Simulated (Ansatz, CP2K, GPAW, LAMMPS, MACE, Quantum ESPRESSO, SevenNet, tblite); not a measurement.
# Codes compared on amorphous Ge (61 atoms)

Aim: run amorphous Ge (61 atoms) in several programs and set results and cost side by side. A plane-wave run serves as the reference.

Calculated with Ansatz 0.2.0; Kohn-Sham DFT, PBE, PAW, plane waves.

## 1. The structure

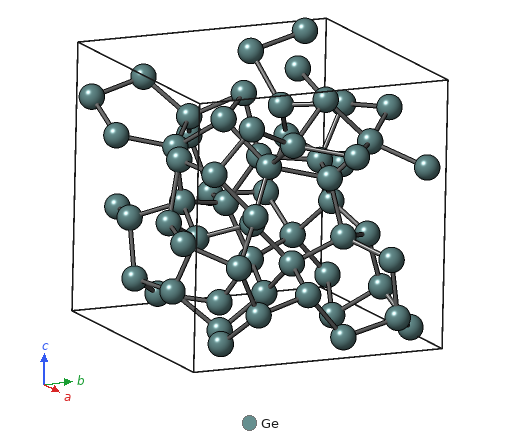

Start, viewed slightly off an axis; germanium teal. Some periodic images of atoms are drawn too.

The cell holds 61 atoms: 61 Ge. Cell: a = 11.144 Å, b = 11.144 Å, c = 11.144 Å, α = 90.0°, β = 90.0°, γ = 90.0°. 61 atoms (61 Ge) placed at random at 5.32 g/cm³, melted at 3500 K for 10 ps at fixed volume with the Tersoff potential (Tersoff, Phys. Rev. B 39, 5566 (1989)). Quenched from 3500 K to 300 K at 3 K/ps and fixed volume, annealed at 1000 K for 20 ps, held 5 ps, then minimised at fixed cell.

## 2. The reference run

The PAW files are the set soft_2.

File input.yaml:

```yaml
crystal:
  lattice:
    - [11.1439, 0.0, 0.0]
    - [0.0, 11.1439, 0.0]
    - [0.0, 0.0, 11.1439]
  atoms:
    - { symbol: Ge, position: [0.59972, 0.88697, 0.34553] }
    - { symbol: Ge, position: [0.69605, 0.68236, 0.59229] }
    - { symbol: Ge, position: [0.37635, 0.48686, 0.8536] }
    - { symbol: Ge, position: [0.89354, 0.28834, 0.52751] }
    [... 51 atom lines left out ...]
    - { symbol: Ge, position: [0.2135, 0.34939, 0.74177] }
    - { symbol: Ge, position: [0.38647, 0.21067, 0.67946] }
    - { symbol: Ge, position: [0.40274, 0.54146, 0.62063] }
    - { symbol: Ge, position: [0.93247, 0.48849, 0.22911] }
    - { symbol: Ge, position: [0.49944, 0.15586, 0.17245] }
    - { symbol: Ge, position: [0.07795, 0.50845, 0.41198] }
kpoints:
  mp_grid: { grid: [1, 1, 1] }
hamiltonian:
  xc: pbe
scf:
  occupations: { method: fermi_dirac, width: 0.05 }
output:
  forces: true
  eigenvalues: true
  populations: true
  stress: true
```

Started as:

```
$ ansatz run input.yaml --threads 4 --pin off --max-ram 8192MiB --backend cpu --events-out ev --progress --plain --runs-dir out
```

Numbers of over 12 decimals in the logs are rounded to 6 here.

The log of the run:

```text
[...]
Pseudopotentials: kind: paw
Pseudopotential: Ge, paw, valence charge 14, recommended cutoff 420 eV (normal), Ge.paw.azcp
[... 5 lines on functional and potentials left out ...]
Crystal: 61 atoms, lattice volume = 1383.922 Å³
Basis set: ecut = 420 eV, 27081 PW (Γ), exchange–correlation on 150×150×150 points (8 copies of the dense FFT grid, shifted against one another)
Bands: 513, of which v1, the nominal top of the filled ones, is band 427 counted from 1 (426 counted from 0)
Symmetry: 1 space group operations
Space group: P1 (ITA 1), of the structure as read, at distance tolerance 1.1e-4 Å
k-points: 1
[... 3 lines on functional and potentials left out ...]
Initial density: superposition of atomic densities (neutral atoms: chi_scale 0, normalization atom), corrected by the library's trained network
Initial wavefunctions: pseudopotential atomic-orbital guess
[...]
SCF iter   1: F=—  HF=-261979.135308 eV  |F-HF|=—  |Δ(HF+E_count)|=         —  Δρ=3.84e-3  dr2=6.50e-1  ethr=1.77e-3  ⟨swp⟩=5.0  Hψ=1686  notcnv=0  defer=46
preconditioner: auto → LDOS  [insulator: Δε(μ)=0.133 eV  Ē_g=22.240 eV  σ=0.050 eV  W_gap=0.58  n_scr=364 (ndim 8)  ℏωp=29.2 eV  f_vac=0.080  D(μ)=16.59/eV (n_scr^D=80)  ε∞_Penn≈2.7  β→1.0]
[...]
SCF iter  10: F=—  HF=-261978.984366 eV  |F-HF|=—  |Δ(HF+E_count)|=   5.66e-8  Δρ=1.58e-6  dr2=1.05e-7  ethr=6.49e-11  ⟨swp⟩=2.0  Hψ=548  notcnv=0  defer=66
SCF iter  11: F=-261978.984366 eV  HF=-261978.984366 eV  |F-HF|=1.04e-8  |Δ(HF+E_count)|=   1.34e-8  Δρ=6.95e-7  dr2=1.54e-8  ethr=1.17e-11  ⟨swp⟩=8.0  Hψ=1935  notcnv=0
SCF 1 converged in 11 iterations: F = -261978.984366 eV  dr2 = 1.54e-8
[...]
SCF converged after 11 iterations
Free energy (F): -261978.984366 eV
Harris-Foulkes:  -261978.984366 eV  (|F-HF|=1.04e-8)
Internal energy: -261978.830434 eV  (E = F + TS)
E sigma→0 (E₀):  -261978.907400 eV
Entropy (-TS):   -0.153932 eV (-2.523 meV/atom)
Fermi energy:    8.399705 eV
--- Per-component energies (eV) ---
[...]
Σ components = -261978.984366   (vs F -261978.984366, Δ=0.00e0)
--- Forces (eV/Å), atoms counted from 1 ---
  atom   1  Ge    -0.23994193     0.01429709    -0.24970173
  atom   2  Ge     0.30293642    -0.31628084    -0.13134788
  atom   3  Ge     0.42559297    -0.17251196     0.12924685
  atom   4  Ge     0.01710858     0.36174986    -0.14192328
[...]
atom  61  Ge     0.06566849    -0.06556953    -0.18706445
  max |Σ_I F_I| component: 2.26e-5 eV/Å
--- Stress (GPa, compression-positive) ---
        4.445530       0.959931      -1.234600
        0.959931       4.854766       0.829828
       -1.234600       0.829828       3.421649
  P = ⅓ Tr σ = 4.2406 GPa (42.406 kbar)
--- Band table (eV) ---
  k-point 0: bands = ["-16.4883", "-16.4690", "-16.4562", "-16.4485", [... 497 levels ...], "13.4337", "13.4805", "13.5106", "13.5535", "13.5806", "13.6632", "13.7082", "13.7575", "13.8176", "13.8907", "13.9351", "14.0153"]
--- Löwdin populations: 61 sites ---
  site symbol       q [e]
     0     Ge     13.9653
     1     Ge     13.9827
     2     Ge     13.9908
[...]
60     Ge     13.9623
  spilling = 0.001698 (of n_electrons = 854.000000)
```

It took 37 s on 4 threads of Arm Neoverse V1, shared host; peak memory 2.1 GiB; 2.3 min of CPU time.

Reading the cycles: dr2 is the Hartree energy of the density residual (eV), the measure of convergence; HF is the Harris–Foulkes estimate of the energy, which meets the free energy F at convergence.

Numbers from this run:

| Item | Value |
| --- | --- |
| free energy | -261978.9844 eV |
| free energy per atom | -4294.7374 eV/atom |
| SCF cycles | 11 |
| pressure | 4.241 GPa |
| r.m.s. force component | 0.2399 eV/Å |
| longest force | 0.907 eV/Å |
| Fermi energy | 8.4 eV |
| levels partly filled by over 2 per cent | 3 |
| spilling of the projection | 0.001698 |

Neighbours are counted within 2.98 Å (Ge-Ge).

Length of the force by element and coordination:

| element | coordination | atoms | mean length of the force (eV/Å) | spread | least | most |
| --- | --- | --- | --- | --- | --- | --- |
| Ge | all | 61 | 0.381 | 0.166 | 0.0631 | 0.907 |
| Ge | 4 | 46 | 0.368 | 0.171 | 0.0631 | 0.907 |
| Ge | 5 | 14 | 0.416 | 0.147 | 0.178 | 0.662 |
| Ge | 6 | 1 | 0.477 | 0 | 0.477 | 0.477 |

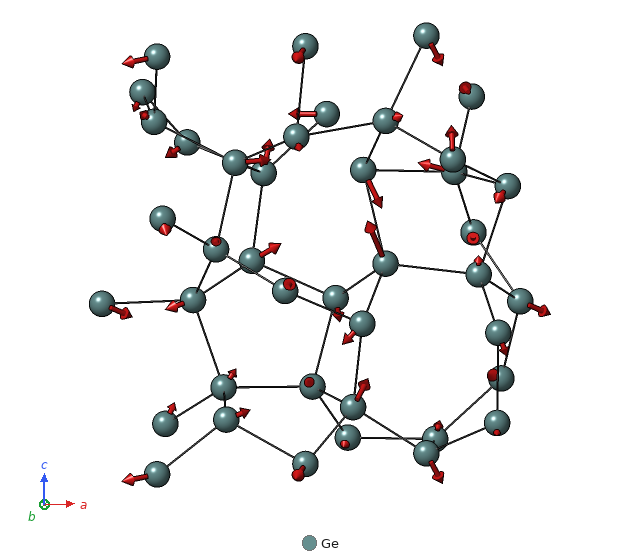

Forces as arrows; the longest in the cell is 0.907 eV/Å. Drawn is a slice 7 Å thick, seen along the normal of the ac plane.

The mean of these charges, 0.024 e, is only the charge that the projection spills.

Löwdin charges by element and coordination (they lack the spilled electrons, 0.024 e an atom on average):

```
element  coordination  atoms  mean charge (e)  spread    least    most
     Ge           all     61           0.0238  0.0221  -0.0169  0.0867
     Ge             4     46           0.0265  0.0201    -0.01  0.0867
     Ge             5     14           0.0159  0.0266  -0.0169  0.0705
     Ge             6      1           0.0092       0   0.0092  0.0092
```

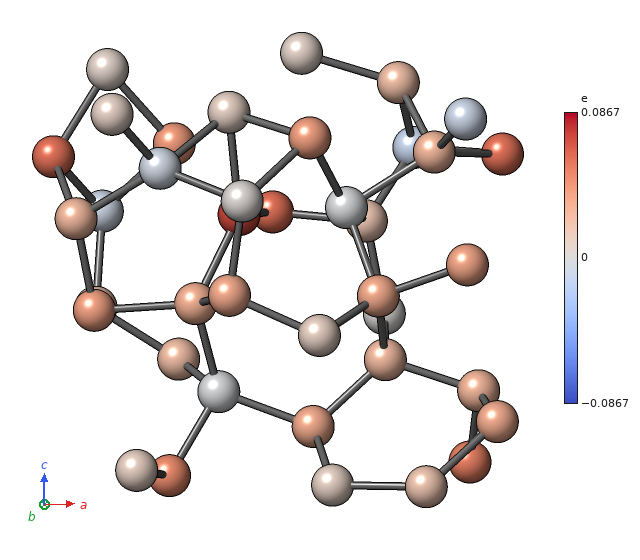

Atoms coloured by Löwdin charge. Drawn is a slice 7 Å thick, seen along the normal of the ac plane.

The levels nearest the highest filled one (over half full), pooled over k-points and spins:

| level less the highest filled one (eV) | occupation |
| --- | --- |
| -0.772 | 2 |
| -0.590 | 2 |
| -0.428 | 2 |
| -0.417 | 2 |
| -0.182 | 1.98 |
| 0 | 1.40 |
| 0.111 | 0.405 |
| 0.148 | 0.216 |
| 0.360 | 0.003 |
| 0.410 | 0.001 |
| 0.534 | 0 |
| 0.750 | 0 |

## 3. Local order

Density 5.32 g/cm³, 22.69 Å³ an atom.

Pair distribution function in bins of 0.2 Å:

| r (Å) | total |
| --- | --- |
| 2.30 | 0.37 |
| 2.50 | 4.67 |
| 2.70 | 1.00 |
| 2.90 | 0.07 |
| 3.10 | 0.12 |
| 3.30 | 0.22 |
| 3.50 | 0.38 |
| 3.70 | 1.49 |
| 3.90 | 1.69 |
| 4.10 | 1.85 |
| 4.30 | 1.51 |
| 4.50 | 0.82 |
| 4.70 | 0.75 |
| 4.90 | 0.81 |
| 5.10 | 0.84 |
| 5.30 | 0.94 |
| 5.50 | 0.90 |

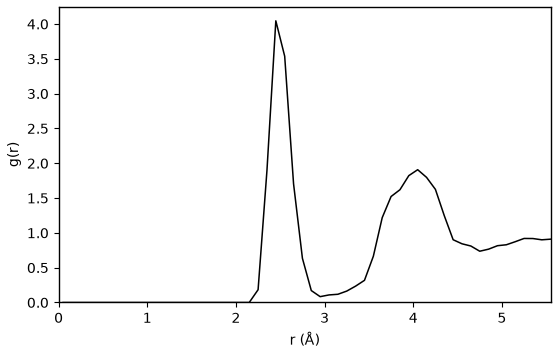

Pair distribution functions, lightly smoothed.

Bonds by pair of elements; cutoffs follow the first minimum of g(r), held within bounds set by covalent radii, and pairs that aren't listed don't count as bonded:

```
pair A-B  cutoff (Å)  bonds  mean length (Å)  spread (Å)  shortest (Å)  B about A  A about B
   Ge-Ge        2.98    130             2.51       0.097          2.37       4.26       4.26
```

How many atoms have how many bonded neighbours:

```
element  mean   4   5  6
     Ge  4.26  46  14  1
```

Rings of the network by King's shortest-path rule, up to 12 atoms, one path for each pair of neighbours; H, halogens, alkali and alkaline-earth atoms are left out, and the last column divides by all other atoms, bonded or not:

```
ring size (atoms)  rings  per network atom
                3      3             0.049
                4      9             0.148
                5     42             0.689
                6     62              1.02
                7     25              0.41
```

## 4. What was run beside it

The programs:
- CP2K 2026.2: Gaussian basis with GTH pseudopotentials and a plane-wave density; labels give functional, basis (MOLOPT sets; SR short-range, UZH the newer set with its own potentials), grid cutoff/relative cutoff and solver (OT: orbital transformation; TRS4, TC2, SIGN: linear-scaling purification with its sparsity filter), or its built-in tight binding.
- GPAW 26.7.0: PAW with atomic orbitals (LCAO), plane waves or a real-space grid of spacing h.
- MACE: machine-learned potential, published weights.
- Quantum ESPRESSO 7.5: plane waves; labels (QE) give functional, pseudopotential set and cutoffs of waves/density.
- SevenNet: machine-learned potential, published weights.
- tblite 0.8.0: extended tight binding, driven from Python.

All use the same cell and atoms; the electronic-structure runs use the same k-mesh, and an electronic temperature of 580 K (0.05 eV) where levels are smeared.

Differences are against the plane-wave reference, forces as r.m.s. over components; share is that over the reference's r.m.s. force, slope the least-squares factor from reference forces to these. Total energies of different programs have different zeros and aren't compared.

| run | Δ force, r.m.s. (meV/Å) | share (%) | slope | Δ pressure (GPa) | cores | CPU time | memory (GiB) |
| --- | --- | --- | --- | --- | --- | --- | --- |
| reference | - | - | - | - | 4 | 2.3 min | 2.1 |
| CP2K PBE+rVV10L, DZVP-UZH, 350/50 Ry, diagonalisation | 29.7 | 12.4 | 1.030 | 0.364 | 2 | 4.3 min | 3.1 |
| CP2K PBE, DZVP-MOLOPT (SR for Ge), 350/50 Ry, diagonalisation | 22.3 | 9.28 | 1.015 | 0.899 | 2 | 93 s | 1.8 |
| CP2K PBE, DZVP-UZH, 122/50 Ry, diagonalisation (coarse) | 25.9 | 10.8 | 1.016 | 0.650 | 2 | 91 s | 0.69 |
| CP2K PBE, DZVP-UZH, 175/50 Ry, diagonalisation (coarse) | 25.9 | 10.8 | 1.016 | 0.650 | 2 | 97 s | 0.91 |
| CP2K PBE, DZVP-UZH, 350/50 Ry, diagonalisation | 25.9 | 10.8 | 1.016 | 0.650 | 2 | 2.2 min | 1.8 |
| CP2K PBE, DZVP-UZH, 350/70 Ry, diagonalisation | 25.9 | 10.8 | 1.016 | 0.650 | 2 | 2.8 min | 1.8 |
| CP2K SCAN, DZVP-UZH(SCAN), 600/50 Ry, diagonalisation | 160 | 66.9 | 0.833 | -5.61 | 2 | 13 min | 4.8 |
| GPAW PBE, LCAO dzp, h 0.2 Å | 39.3 | 16.4 | 1.079 | - | 1 | 3.5 min | 1.4 |
| GPAW PBE, LCAO dzp, h 0.28 Å (coarse) | 42.3 | 17.6 | 1.075 | - | 1 | 1.7 min | 0.59 |
| GPAW PBE, LCAO sz(dzp), h 0.2 Å (coarse) | 143 | 59.8 | 1.286 | - | 1 | 59 s | 1.0 |
| GPAW PBE, plane waves 550 eV | 12.2 | 5.06 | 1.026 | 0.208 | 2 | 17 min | 1.7 |
| MACE MP-0b2 small potential | 200 | 83.3 | 0.369 | -2.02 | 1 | 7.3 s | 0.67 |
| MACE MP-0b3 medium potential | 199 | 82.8 | 0.324 | -2.00 | 1 | 8.9 s | 0.79 |
| QE PBE, gbrv-1.5, 40/200 Ry | 2.49 | 1.04 | 0.998 | -0.127 | 4 | 12 min | 2.1 |
| QE PBE, sssp-1.3.0-efficiency, 45/360 Ry | 2.53 | 1.05 | 0.998 | -0.282 | 4 | 15 min | 4.0 |
| SevenNet 0 potential | 201 | 83.9 | 0.349 | -1.05 | 1 | 9.3 s | 0.68 |
| tblite GFN1-xTB | 128 | 53.5 | 0.762 | 1.37 | 1 | 6.7 s | 0.13 |

Rows marked coarse were listed beforehand as settings not expected to be converged; some can still land near the reference.

Times of the machine-learned potentials are mostly Python's start and the loading of weights.

CPU time is summed over cores on a shared host, where runs went side by side, so it is rough. Symmetry, cutoffs, thresholds, outputs and thread counts weren't matched or tuned between programs; memory under MPI is the largest rank's times the ranks.

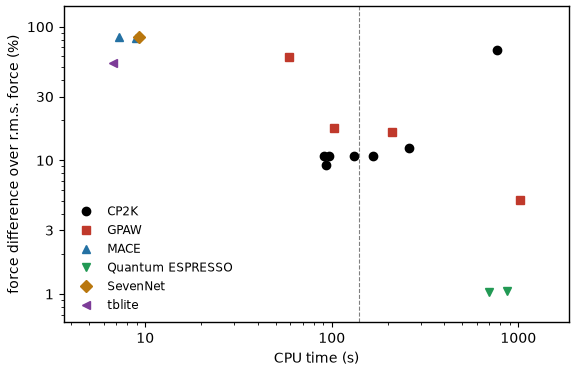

Force difference against CPU time; the dashed line marks the reference's time.

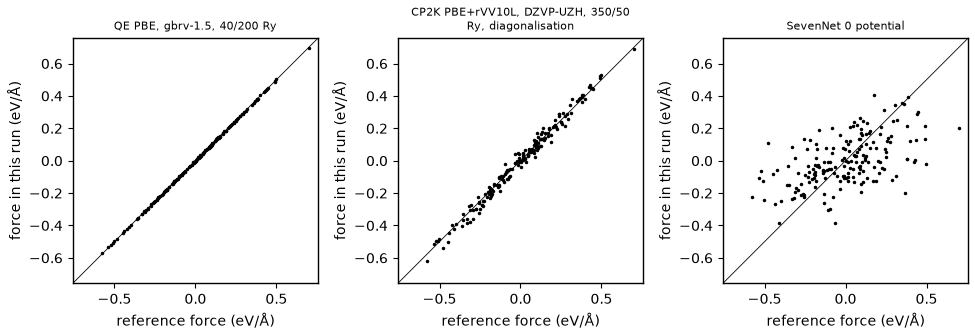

Force components against those of the reference; the line marks equality.

Runs without a result: CP2K GFN1-xTB, diagonalisation (not converged).

Within one program, basis, potentials and functional, energies share a zero. Each run against its twin at the usual cutoff or grid and solver:

| run | twin | Δ energy (meV/atom) | Δ force, r.m.s. (meV/Å) | CPU time over the twin's |
| --- | --- | --- | --- | --- |
| CP2K PBE, DZVP-UZH, 122/50 Ry, diagonalisation | DZVP-UZH, 350/50 Ry, diagonalisation | 0.0027 | 0.553 | 0.69 |
| CP2K PBE, DZVP-UZH, 175/50 Ry, diagonalisation | DZVP-UZH, 350/50 Ry, diagonalisation | 3.0e-4 | 0.18 | 0.73 |
| CP2K PBE, DZVP-UZH, 350/70 Ry, diagonalisation | DZVP-UZH, 350/50 Ry, diagonalisation | -3.0e-4 | 0.033 | 1.3 |
| GPAW PBE, LCAO dzp, h 0.28 Å | LCAO dzp, h 0.2 Å | 49.9 | 19.8 | 0.48 |

## 5. What came out

| Item | Value |
| --- | --- |
| reference r.m.s. force component | 0.240 eV/Å |
| nearest in forces | QE PBE, gbrv-1.5, 40/200 Ry, 1.0 % |
| farthest in forces | SevenNet 0 potential, 84 % |
| cheapest electronic-structure run beside the reference | tblite GFN1-xTB, 6.7 s of CPU time |

PBE on plane waves or a grid with other potentials, cutoffs or grids, coarse settings apart, differs from the reference by 1.0 % (QE PBE, gbrv-1.5, 40/200 Ry) to 5.1 % (GPAW PBE, plane waves 550 eV) of the r.m.s. force; this holds the reference's own error, so differences of a few per cent don't tell which side is nearer the exact PBE result (QE's 40 Ry are 544 eV, against the reference's 420 eV). The PBE runs in local orbitals, coarse settings apart, differ by 9.3 % (CP2K PBE, DZVP-MOLOPT (SR for Ge), 350/50 Ry, diagonalisation) to 16 % (GPAW PBE, LCAO dzp, h 0.2 Å); basis, grid and potentials can all enter. Tight binding differs by 54 % (tblite GFN1-xTB); it is another model, with fitted parameters of its own, and the xTB methods hold dispersion. Machine-learned potentials differ by 83 % (MACE MP-0b3 medium potential) to 84 % (SevenNet 0 potential); they were trained on other programs' data. The cause of differences this large wasn't tested. Among those trained on PBE data the slope goes as low as 0.32, with a correlation of 0.56, so directions differ as well as sizes. Rows with another functional or a dispersion term differ by 12 % (CP2K PBE+rVV10L, DZVP-UZH, 350/50 Ry, diagonalisation) to 67 % (CP2K SCAN, DZVP-UZH(SCAN), 600/50 Ry, diagonalisation), which mixes the change of model with differences of basis and potentials. Runs with settings chosen to be coarse differ by 11 % (CP2K PBE, DZVP-UZH, 122/50 Ry, diagonalisation) to 60 % (GPAW PBE, LCAO sz(dzp), h 0.2 Å), their programs' other errors included. Of the electronic-structure runs that take under half the reference's CPU time, tblite GFN1-xTB comes nearest, at 54 % in 6.7 s against 2.3 min. In the reference: counting bands leaves a spacing of only 0.11 eV (at Γ alone), which the smearing bridges: 3 levels are partly filled by over 2 %, so a gap, if any, is small at this level. In the reference: Löwdin charges run from -0.02 to +0.09 e, about a mean that is the spilled charge alone. Periodic xTB results under one method name differ between programs and library versions. The potentials hold different valence shells: 854 electrons in the reference, 244 in CP2K with DZVP-MOLOPT and 244 in GPAW; this bears on time and differences. GPAW's setups keep the filled d shell of Ge in the core. Machine-learned potentials mimic data converged in k, so the reference's own k-point error enters their differences. The quench rate of 3 K/ps is many orders above laboratory rates, so the cell is likely richer in defects and strain than a real sample. The network of bonds at the start is that of the classical potential that made the cell, and needn't be the one that DFT or experiment would give. The reference's pressure of 4.2 GPa belongs to a cell and atoms that aren't relaxed at this level. The electronic-structure runs sample only Γ, in a cell whose shortest periodic width is 11 Å, which is coarse for a cell with partly filled levels.

[Also dropped from logs without a mark: logging warnings of Python, and SIESTA's first energy breakdown and zero terms.]

[Logs are printed without paths, hosts, clocks, repeated set-up lines and the standing remarks that a program may print on its own settings, such as how far it seeks lower states.]

[Hosts, paths, dates, database ids (printed as entryN), source tags and the programs' standing remarks are cut or masked in the printed files.]
